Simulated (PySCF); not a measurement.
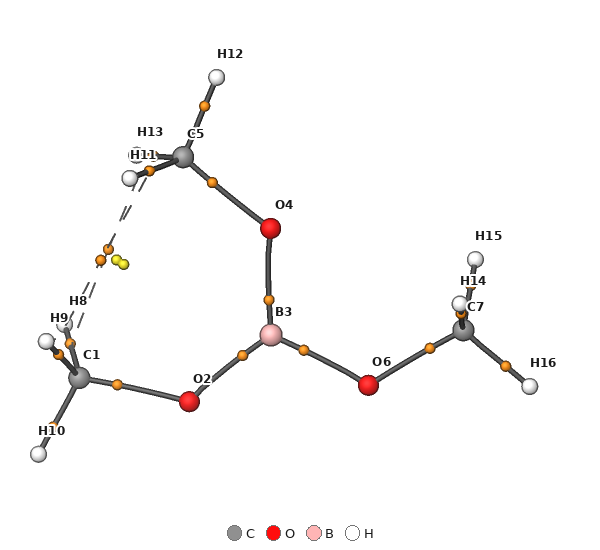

*C$_{3}$H$_{9}$BO$_{3}$, SMILES `COB(OC)OC`. Molecular graph of the electron density (QTAIM): bond paths, bond critical points (orange), ring points (yellow, if any); weak paths are dashed.*

Level of theory: PBE0/cc-pVDZ (PySCF), at a geometry from GFN2-xTB. No frequency check shows the geometry to be a minimum.

Coordinates in Å:

```
C1      -2.2187   -0.9830   -0.0033
O2      -0.8299   -1.2030    0.0077
B3       0.1741   -0.2862    0.0003
O4       0.1354    1.0826   -0.0047
C5      -0.9834    1.9343    0.0022
O6       1.4098   -0.8596   -0.0032
C7       2.5842   -0.0785    0.0008
H8      -2.5475   -0.5670   -0.9603
H9      -2.5359   -0.3201    0.8057
H10     -2.6885   -1.9586    0.1350
H11     -1.5157    1.8804    0.9560
H12     -0.6039    2.9494   -0.1316
H13     -1.6758    1.7044   -0.8109
H14      2.6579    0.5059    0.9213
H15      2.5993    0.6096   -0.8477
H16      3.4242   -0.7697   -0.0660
```

Q: How many critical points of each kind are there, and does the count close?

A: 16 nuclei, 17 bond, 2 ring and 0 cage critical points: 16 − 17 + 2 − 0 = 1, as the Poincaré–Hopf relation requires.

Q: What does the calculation give at each kind of bond critical point?

A:
```json
{"bond": "C7–H16", "length (Å)": "1.090", "ρ (a.u.)": "0.282", "∇²ρ (a.u.)": "−1.06", "ε": "0.05", "H (a.u.)": "−0.304"}
{"bond": "C1–H10", "length (Å)": "1.092", "ρ (a.u.)": "0.282", "∇²ρ (a.u.)": "−1.06", "ε": "0.05", "H (a.u.)": "−0.304"}
{"bond": "C5–H12", "length (Å)": "1.092", "ρ (a.u.)": "0.281", "∇²ρ (a.u.)": "−1.06", "ε": "0.05", "H (a.u.)": "−0.303"}
{"bond": "C5–H13", "length (Å)": "1.092", "ρ (a.u.)": "0.280", "∇²ρ (a.u.)": "−1.03", "ε": "0.05", "H (a.u.)": "−0.299"}
{"bond": "C7–H15", "length (Å)": "1.093", "ρ (a.u.)": "0.280", "∇²ρ (a.u.)": "−1.04", "ε": "0.04", "H (a.u.)": "−0.299"}
{"bond": "C7–H14", "length (Å)": "1.093", "ρ (a.u.)": "0.279", "∇²ρ (a.u.)": "−1.03", "ε": "0.04", "H (a.u.)": "−0.298"}
{"bond": "C1–H9", "length (Å)": "1.093", "ρ (a.u.)": "0.279", "∇²ρ (a.u.)": "−1.03", "ε": "0.05", "H (a.u.)": "−0.298"}
{"bond": "C5–H11", "length (Å)": "1.094", "ρ (a.u.)": "0.279", "∇²ρ (a.u.)": "−1.03", "ε": "0.05", "H (a.u.)": "−0.297"}
{"bond": "C1–H8", "length (Å)": "1.094", "ρ (a.u.)": "0.278", "∇²ρ (a.u.)": "−1.02", "ε": "0.05", "H (a.u.)": "−0.296"}
{"bond": "C1–O2", "length (Å)": "1.406", "ρ (a.u.)": "0.252", "∇²ρ (a.u.)": "−0.41", "ε": "0.01", "H (a.u.)": "−0.354"}
{"bond": "O4–C5", "length (Å)": "1.406", "ρ (a.u.)": "0.252", "∇²ρ (a.u.)": "−0.40", "ε": "0.01", "H (a.u.)": "−0.353"}
{"bond": "O6–C7", "length (Å)": "1.410", "ρ (a.u.)": "0.251", "∇²ρ (a.u.)": "−0.42", "ε": "0.00", "H (a.u.)": "−0.349"}
{"bond": "B3–O6", "length (Å)": "1.362", "ρ (a.u.)": "0.200", "∇²ρ (a.u.)": "+1.19", "ε": "0.02", "H (a.u.)": "−0.116"}
{"bond": "O2–B3", "length (Å)": "1.360", "ρ (a.u.)": "0.196", "∇²ρ (a.u.)": "+1.21", "ε": "0.00", "H (a.u.)": "−0.110"}
{"bond": "B3–O4", "length (Å)": "1.369", "ρ (a.u.)": "0.191", "∇²ρ (a.u.)": "+1.18", "ε": "0.03", "H (a.u.)": "−0.105"}
{"bond": "C5–H9", "length (Å)": "2.853", "ρ (a.u.)": "0.006", "∇²ρ (a.u.)": "+0.03", "ε": "1.99", "H (a.u.)": "+0.002"}
{"bond": "C1–H13", "length (Å)": "2.858", "ρ (a.u.)": "0.006", "∇²ρ (a.u.)": "+0.03", "ε": "2.31", "H (a.u.)": "+0.002"}
```

Q: What kind of interaction is C7–H16?

A: Shared-shell (covalent): ρ = 0.282, ∇²ρ = −1.06, H = −0.304 a.u.

Q: Are there bond paths between atoms that aren't covalently bonded?

A: Yes: C5–H9 (2.85 Å, ρ = 0.006); C1–H13 (2.86 Å, ρ = 0.006).

Cost of the run: 16 s on 1 thread of Intel(R) Xeon(R) Platinum 8488C (Sapphire Rapids), with other jobs on the host, peak memory 0.58 GiB.
